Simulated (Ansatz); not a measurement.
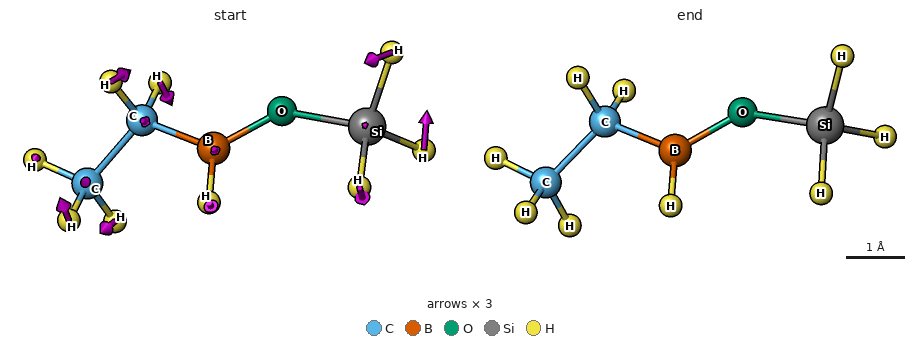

The structure of C₂H₉BOSi before (left) and after (right) a relaxation, at one scale. The purple arrows give the displacements, magnified 3 times.

The picture is a ball-and-stick view, seen from a free direction.

The start comes from PBE-D4/def2-SVP.

All numbers below come from RKS PBE0-D4/def2-TZVP (Ansatz 0.2.0). Settings: force threshold 0.005 eV/Å; at most 150 steps.

Q: Describe what moved and what it gained.

A: The atom that moves furthest after the best rigid fit is an H atom (0.26 Å). By element the largest moves are H 0.26 Å, C 0.08 Å, B 0.07 Å, Si 0.04 Å, O 0.02 Å. Near-neighbour distances that change, for instance: O–Si 1.697 → 1.652 Å, B–H 1.231 → 1.209 Å, H–Si 1.505 → 1.486 Å, C–H 1.120 → 1.102 Å. The energy falls by 0.074 eV in 17 accepted moves (18 points after the start). Largest force component: 0.83 eV/Å at the start, 0.004 eV/Å at the end. The line search rejected the trial step at point 3 of the run.
